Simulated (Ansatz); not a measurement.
Run report: SiNH₅ClF, molecular dynamics (part 1 of 2)

System: SiNH₅ClF.
Method: RKS B3LYP/6-31G* (Ansatz 0.2.0).

It belongs to a series of runs on one base structure; here: dynamics from the highest image of the converged band.

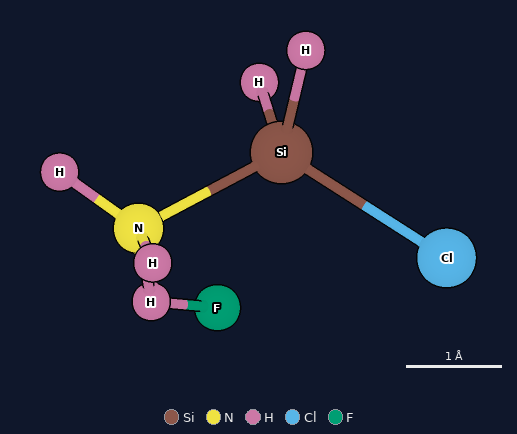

*The structure as given in the input (ball-and-stick view, seen at a tilt).*

Bond lengths as drawn: Cl–Si 2.08 Å, F–H 1.16 Å, H–N 1.02 to 1.27 Å, H–Si 1.48 to 1.50 Å and N–Si 1.86 Å.

**Summary**

```csv
quantity,value
outcome,finished
mean temperature over the second half,336 K
trajectory,"78 steps, 39 fs"
ensemble,nve
temperature in the input,100.0 K
time step,0.5 fs
potential energy (last step),−24690.4496 eV
mean-field energy (last step),−24690.4496 eV
largest force (length of the vector) (last step),1.375 eV/Å
hardware,"1 thread of Arm Neoverse V2, 24 GiB of memory available, shared host"
wall time,4.4 min
peak memory,0.15 GiB
```

So short a trajectory is not equilibrated.

**Input file**
```yaml
crystal:
  periodic: [false, false, false]
  atoms:
    - { symbol: Si, position_ang: [0.075742, -0.100791, 0.122722] }
    - { symbol: "N", position_ang: [0.134053, -0.165932, 1.984758] }
    - { symbol: H, position_ang: [-0.77988, -0.237106, 2.431862] }
    - { symbol: H, position_ang: [0.645933, 0.605363, 2.41178] }
    - { symbol: Cl, position_ang: [1.915625, 0.355007, -0.734593] }
    - { symbol: H, position_ang: [-0.594286, 1.22346, -0.068396] }
    - { symbol: H, position_ang: [-0.841302, -1.061343, -0.519716] }
    - { symbol: F, position_ang: [1.004131, -1.880667, 0.802873] }
    - { symbol: H, position_ang: [0.732786, -1.258188, 1.744909] }
basis:
  gaussian: { orbitals: "6-31G*" }
hamiltonian:
  xc: b3lyp
md:
  timestep: 0.5
  n_steps: 78
  ensemble: nve
  temperature: 100.0
  initial_velocities: maxwell_boltzmann
  seed: 8600
```

Launch command:
```bash
ansatz run input.yaml --threads 1 --pin off --max-ram 2048MiB --backend cpu --events-out ev --progress --plain --runs-dir out
```

**What the program printed**
```
Engine: ansatz 0.2.0, aarch64-unknown-linux-gnu
Functional definition: B3LYP
  parameter a0 = 0.2
  parameter ax = 0.72
  parameter ac = 0.81
  exchange = (1 - a0 - ax)*slater_x + ax*b88_x + a0*exact_x
  correlation = (1 - ac)*vwn_rpa_c + ac*lyp_c
828 factors; integrals over basis functions are off by at most 5.5e-4 eV
mean field evaluation 1: about -24684.8986 eV, gradient 5.2e1 eV
mean field evaluation 2: about -24680.6457 eV, gradient 7.0e1 eV
mean field evaluation 4: about -24689.7891 eV, gradient 1.6e0 eV
mean field evaluation 8: about -24689.8111 eV, gradient 1.7e-2 eV
mean field -24689.81111731 eV, -907.3338232062 hartree, gradient 2.2e-5 eV, S^2 0.000000; 0 other end points of the search recorded, 0 dependent functions left out
the calculation of the forces begins
reference -24689.81133685 eV, -907.3338312742 hartree; 26, 26 occupied and 52, 52 virtual orbitals, 828 factors
md step     0: t =     0.00 fs  T =   100.0 K  F+E_penalty+E_count = -24689.81111731 eV  E_kin = 0.090482 eV  conserved = -24689.72063531 eV  (24 SCF iters)
these checks for a lower state are left out or cut short: starts, cluster_reference, orbital_swaps, neighbouring_geometries, increment
828 factors; integrals over basis functions are off by at most 5.5e-4 eV
mean field evaluation 16: about -24689.8076 eV, gradient 5.4e-1 eV
mean field -24689.80854200 eV, -907.3337285652 hartree, gradient 7.6e-6 eV, S^2 0.000000; 0 other end points of the search recorded, 0 dependent functions left out
the calculation of the forces begins
reference -24689.80876145 eV, -907.3337366298 hartree; 26, 26 occupied and 52, 52 virtual orbitals, 828 factors
md step     1: t =     0.50 fs  T =    97.2 K  F+E_penalty+E_count = -24689.80854200 eV  E_kin = 0.087958 eV  conserved = -24689.72058435 eV  (25 SCF iters)
[... from here on the SCF iterations and repeated set-up lines of each step are left out, up to the last step ...]
md step     2: t =     1.00 fs  T =    89.8 K  F+E_penalty+E_count = -24689.80165465 eV  E_kin = 0.081217 eV  conserved = -24689.72043762 eV  (23 SCF iters)
md step     3: t =     1.50 fs  T =    80.1 K  F+E_penalty+E_count = -24689.79274217 eV  E_kin = 0.072487 eV  conserved = -24689.72025524 eV  (23 SCF iters)
md step     4: t =     2.00 fs  T =    71.3 K  F+E_penalty+E_count = -24689.78462248 eV  E_kin = 0.064501 eV  conserved = -24689.72012135 eV  (23 SCF iters)
md step     5: t =     2.50 fs  T =    65.5 K  F+E_penalty+E_count = -24689.77935873 eV  E_kin = 0.059260 eV  conserved = -24689.72009861 eV  (23 SCF iters)
md step     6: t =     3.00 fs  T =    63.1 K  F+E_penalty+E_count = -24689.77731018 eV  E_kin = 0.057120 eV  conserved = -24689.72019022 eV  (23 SCF iters)
md step     7: t =     3.50 fs  T =    62.7 K  F+E_penalty+E_count = -24689.77708124 eV  E_kin = 0.056742 eV  conserved = -24689.72033878 eV  (23 SCF iters)
md step     8: t =     4.00 fs  T =    61.8 K  F+E_penalty+E_count = -24689.77638422 eV  E_kin = 0.055921 eV  conserved = -24689.72046327 eV  (24 SCF iters)
md step     9: t =     4.50 fs  T =    58.3 K  F+E_penalty+E_count = -24689.77327412 eV  E_kin = 0.052770 eV  conserved = -24689.72050441 eV  (23 SCF iters)
md step    10: t =     5.00 fs  T =    51.5 K  F+E_penalty+E_count = -24689.76707285 eV  E_kin = 0.046624 eV  conserved = -24689.72044921 eV  (23 SCF iters)
md step    11: t =     5.50 fs  T =    42.3 K  F+E_penalty+E_count = -24689.75859546 eV  E_kin = 0.038268 eV  conserved = -24689.72032719 eV  (23 SCF iters)
md step    12: t =     6.00 fs  T =    32.6 K  F+E_penalty+E_count = -24689.74971706 eV  E_kin = 0.029528 eV  conserved = -24689.72018886 eV  (23 SCF iters)
md step    13: t =     6.50 fs  T =    24.9 K  F+E_penalty+E_count = -24689.74258930 eV  E_kin = 0.022505 eV  conserved = -24689.72008435 eV  (22 SCF iters)
md step    14: t =     7.00 fs  T =    20.8 K  F+E_penalty+E_count = -24689.73884825 eV  E_kin = 0.018800 eV  conserved = -24689.72004821 eV  (22 SCF iters)
md step    15: t =     7.50 fs  T =    21.0 K  F+E_penalty+E_count = -24689.73906157 eV  E_kin = 0.018970 eV  conserved = -24689.72009183 eV  (23 SCF iters)
md step    16: t =     8.00 fs  T =    24.7 K  F+E_penalty+E_count = -24689.74254268 eV  E_kin = 0.022341 eV  conserved = -24689.72020192 eV  (23 SCF iters)
md step    17: t =     8.50 fs  T =    30.1 K  F+E_penalty+E_count = -24689.74756533 eV  E_kin = 0.027223 eV  conserved = -24689.72034282 eV  (23 SCF iters)
md step    18: t =     9.00 fs  T =    34.8 K  F+E_penalty+E_count = -24689.75193776 eV  E_kin = 0.031474 eV  conserved = -24689.72046397 eV  (24 SCF iters)
md step    19: t =     9.50 fs  T =    36.8 K  F+E_penalty+E_count = -24689.75380625 eV  E_kin = 0.033292 eV  conserved = -24689.72051395 eV  (24 SCF iters)
md step    20: t =    10.00 fs  T =    35.4 K  F+E_penalty+E_count = -24689.75244860 eV  E_kin = 0.031986 eV  conserved = -24689.72046270 eV  (25 SCF iters)
md step    21: t =    10.50 fs  T =    31.4 K  F+E_penalty+E_count = -24689.74871973 eV  E_kin = 0.028398 eV  conserved = -24689.72032170 eV  (24 SCF iters)
md step    22: t =    11.00 fs  T =    27.3 K  F+E_penalty+E_count = -24689.74484679 eV  E_kin = 0.024698 eV  conserved = -24689.72014885 eV  (23 SCF iters)
md step    23: t =    11.50 fs  T =    26.0 K  F+E_penalty+E_count = -24689.74351864 eV  E_kin = 0.023492 eV  conserved = -24689.72002651 eV  (23 SCF iters)
md step    24: t =    12.00 fs  T =    29.4 K  F+E_penalty+E_count = -24689.74662460 eV  E_kin = 0.026607 eV  conserved = -24689.72001721 eV  (23 SCF iters)
md step    25: t =    12.50 fs  T =    37.8 K  F+E_penalty+E_count = -24689.75430682 eV  E_kin = 0.034181 eV  conserved = -24689.72012598 eV  (23 SCF iters)
md step    26: t =    13.00 fs  T =    49.3 K  F+E_penalty+E_count = -24689.76488532 eV  E_kin = 0.044588 eV  conserved = -24689.72029742 eV  (24 SCF iters)
md step    27: t =    13.50 fs  T =    61.1 K  F+E_penalty+E_count = -24689.77569749 eV  E_kin = 0.055247 eV  conserved = -24689.72045047 eV  (24 SCF iters)
md step    28: t =    14.00 fs  T =    70.5 K  F+E_penalty+E_count = -24689.78434085 eV  E_kin = 0.063818 eV  conserved = -24689.72052312 eV  (27 SCF iters)
md step    29: t =    14.50 fs  T =    76.4 K  F+E_penalty+E_count = -24689.78964316 eV  E_kin = 0.069145 eV  conserved = -24689.72049851 eV  (27 SCF iters)
md step    30: t =    15.00 fs  T =    79.1 K  F+E_penalty+E_count = -24689.79195253 eV  E_kin = 0.071550 eV  conserved = -24689.72040225 eV  (27 SCF iters)
md step    31: t =    15.50 fs  T =    80.1 K  F+E_penalty+E_count = -24689.79276263 eV  E_kin = 0.072480 eV  conserved = -24689.72028309 eV  (27 SCF iters)
md step    32: t =    16.00 fs  T =    81.5 K  F+E_penalty+E_count = -24689.79396168 eV  E_kin = 0.073771 eV  conserved = -24689.72019041 eV  (27 SCF iters)
md step    33: t =    16.50 fs  T =    85.0 K  F+E_penalty+E_count = -24689.79704862 eV  E_kin = 0.076889 eV  conserved = -24689.72015962 eV  (27 SCF iters)
md step    34: t =    17.00 fs  T =    91.0 K  F+E_penalty+E_count = -24689.80256657 eV  E_kin = 0.082363 eV  conserved = -24689.72020342 eV  (27 SCF iters)
md step    35: t =    17.50 fs  T =    99.0 K  F+E_penalty+E_count = -24689.80989196 eV  E_kin = 0.089582 eV  conserved = -24689.72031013 eV  (27 SCF iters)
md step    36: t =    18.00 fs  T =   107.2 K  F+E_penalty+E_count = -24689.81742004 eV  E_kin = 0.096975 eV  conserved = -24689.72044514 eV  (27 SCF iters)
md step    37: t =    18.50 fs  T =   113.3 K  F+E_penalty+E_count = -24689.82311605 eV  E_kin = 0.102558 eV  conserved = -24689.72055794 eV  (27 SCF iters)
md step    38: t =    19.00 fs  T =   115.7 K  F+E_penalty+E_count = -24689.82531062 eV  E_kin = 0.104714 eV  conserved = -24689.72059624 eV  (27 SCF iters)
md step    39: t =    19.50 fs  T =   113.8 K  F+E_penalty+E_count = -24689.82350415 eV  E_kin = 0.102976 eV  conserved = -24689.72052838 eV  (27 SCF iters)
md step    40: t =    20.00 fs  T =   108.8 K  F+E_penalty+E_count = -24689.81883691 eV  E_kin = 0.098472 eV  conserved = -24689.72036497 eV  (26 SCF iters)
md step    41: t =    20.50 fs  T =   103.6 K  F+E_penalty+E_count = -24689.81389686 eV  E_kin = 0.093730 eV  conserved = -24689.72016656 eV  (27 SCF iters)
md step    42: t =    21.00 fs  T =   101.4 K  F+E_penalty+E_count = -24689.81176955 eV  E_kin = 0.091747 eV  conserved = -24689.72002302 eV  (27 SCF iters)
md step    43: t =    21.50 fs  T =   104.6 K  F+E_penalty+E_count = -24689.81466304 eV  E_kin = 0.094655 eV  conserved = -24689.72000789 eV  (24 SCF iters)
md step    44: t =    22.00 fs  T =   113.5 K  F+E_penalty+E_count = -24689.82280249 eV  E_kin = 0.102669 eV  conserved = -24689.72013347 eV  (24 SCF iters)
md step    45: t =    22.50 fs  T =   125.9 K  F+E_penalty+E_count = -24689.83425023 eV  E_kin = 0.113908 eV  conserved = -24689.72034174 eV  (24 SCF iters)
md step    46: t =    23.00 fs  T =   138.4 K  F+E_penalty+E_count = -24689.84578584 eV  E_kin = 0.125248 eV  conserved = -24689.72053790 eV  (27 SCF iters)
md step    47: t =    23.50 fs  T =   147.8 K  F+E_penalty+E_count = -24689.85435266 eV  E_kin = 0.133712 eV  conserved = -24689.72064092 eV  (27 SCF iters)
md step    48: t =    24.00 fs  T =   152.2 K  F+E_penalty+E_count = -24689.85831295 eV  E_kin = 0.137695 eV  conserved = -24689.72061790 eV  (27 SCF iters)
md step    49: t =    24.50 fs  T =   152.0 K  F+E_penalty+E_count = -24689.85798156 eV  E_kin = 0.137494 eV  conserved = -24689.72048757 eV  (27 SCF iters)
md step    50: t =    25.00 fs  T =   149.3 K  F+E_penalty+E_count = -24689.85536189 eV  E_kin = 0.135060 eV  conserved = -24689.72030169 eV  (24 SCF iters)
md step    51: t =    25.50 fs  T =   147.2 K  F+E_penalty+E_count = -24689.85335034 eV  E_kin = 0.133229 eV  conserved = -24689.72012115 eV  (25 SCF iters)
md step    52: t =    26.00 fs  T =   149.0 K  F+E_penalty+E_count = -24689.85477883 eV  E_kin = 0.134781 eV  conserved = -24689.71999740 eV  (24 SCF iters)
md step    53: t =    26.50 fs  T =   156.5 K  F+E_penalty+E_count = -24689.86159693 eV  E_kin = 0.141636 eV  conserved = -24689.71996105 eV  (24 SCF iters)
md step    54: t =    27.00 fs  T =   170.6 K  F+E_penalty+E_count = -24689.87437928 eV  E_kin = 0.154361 eV  conserved = -24689.72001787 eV  (24 SCF iters)
md step    55: t =    27.50 fs  T =   190.2 K  F+E_penalty+E_count = -24689.89223975 eV  E_kin = 0.172092 eV  conserved = -24689.72014788 eV  (24 SCF iters)
md step    56: t =    28.00 fs  T =   213.1 K  F+E_penalty+E_count = -24689.91316108 eV  E_kin = 0.192853 eV  conserved = -24689.72030833 eV  (24 SCF iters)
md step    57: t =    28.50 fs  T =   236.8 K  F+E_penalty+E_count = -24689.93467378 eV  E_kin = 0.214228 eV  conserved = -24689.72044574 eV  (27 SCF iters)
md step    58: t =    29.00 fs  T =   258.8 K  F+E_penalty+E_count = -24689.95470498 eV  E_kin = 0.234193 eV  conserved = -24689.72051236 eV  (27 SCF iters)
md step    59: t =    29.50 fs  T =   278.3 K  F+E_penalty+E_count = -24689.97231691 eV  E_kin = 0.251829 eV  conserved = -24689.72048787 eV  (27 SCF iters)
md step    60: t =    30.00 fs  T =   295.8 K  F+E_penalty+E_count = -24689.98800872 eV  E_kin = 0.267618 eV  conserved = -24689.72039082 eV  (27 SCF iters)
md step    61: t =    30.50 fs  T =   312.9 K  F+E_penalty+E_count = -24690.00340228 eV  E_kin = 0.283129 eV  conserved = -24689.72027342 eV  (26 SCF iters)
md step    62: t =    31.00 fs  T =   331.8 K  F+E_penalty+E_count = -24690.02043581 eV  E_kin = 0.300245 eV  conserved = -24689.72019080 eV  (27 SCF iters)
md step    63: t =    31.50 fs  T =   354.0 K  F+E_penalty+E_count = -24690.04050928 eV  E_kin = 0.320338 eV  conserved = -24689.72017113 eV  (27 SCF iters)
md step    64: t =    32.00 fs  T =   380.0 K  F+E_penalty+E_count = -24690.06402970 eV  E_kin = 0.343822 eV  conserved = -24689.72020806 eV  (24 SCF iters)
md step    65: t =    32.50 fs  T =   409.1 K  F+E_penalty+E_count = -24690.09047860 eV  E_kin = 0.370200 eV  conserved = -24689.72027828 eV  (24 SCF iters)
md step    66: t =    33.00 fs  T =   440.3 K  F+E_penalty+E_count = -24690.11876543 eV  E_kin = 0.398406 eV  conserved = -24689.72035959 eV  (27 SCF iters)
md step    67: t =    33.50 fs  T =   472.1 K  F+E_penalty+E_count = -24690.14759324 eV  E_kin = 0.427159 eV  conserved = -24689.72043413 eV  (27 SCF iters)
md step    68: t =    34.00 fs  T =   503.2 K  F+E_penalty+E_count = -24690.17576834 eV  E_kin = 0.455285 eV  conserved = -24689.72048342 eV  (27 SCF iters)
md step    69: t =    34.50 fs  T =   532.7 K  F+E_penalty+E_count = -24690.20250429 eV  E_kin = 0.482014 eV  conserved = -24689.72049048 eV  (27 SCF iters)
md step    70: t =    35.00 fs  T =   560.6 K  F+E_penalty+E_count = -24690.22767578 eV  E_kin = 0.507224 eV  conserved = -24689.72045162 eV  (27 SCF iters)
md step    71: t =    35.50 fs  T =   587.4 K  F+E_penalty+E_count = -24690.25186613 eV  E_kin = 0.531483 eV  conserved = -24689.72038278 eV  (27 SCF iters)
md step    72: t =    36.00 fs  T =   614.3 K  F+E_penalty+E_count = -24690.27612098 eV  E_kin = 0.555808 eV  conserved = -24689.72031305 eV  (27 SCF iters)
md step    73: t =    36.50 fs  T =   642.4 K  F+E_penalty+E_count = -24690.30150321 eV  E_kin = 0.581232 eV  conserved = -24689.72027103 eV  (27 SCF iters)
md step    74: t =    37.00 fs  T =   672.4 K  F+E_penalty+E_count = -24690.32866306 eV  E_kin = 0.608393 eV  conserved = -24689.72027030 eV  (27 SCF iters)
md step    75: t =    37.50 fs  T =   704.4 K  F+E_penalty+E_count = -24690.35762881 eV  E_kin = 0.637324 eV  conserved = -24689.72030530 eV  (27 SCF iters)
```
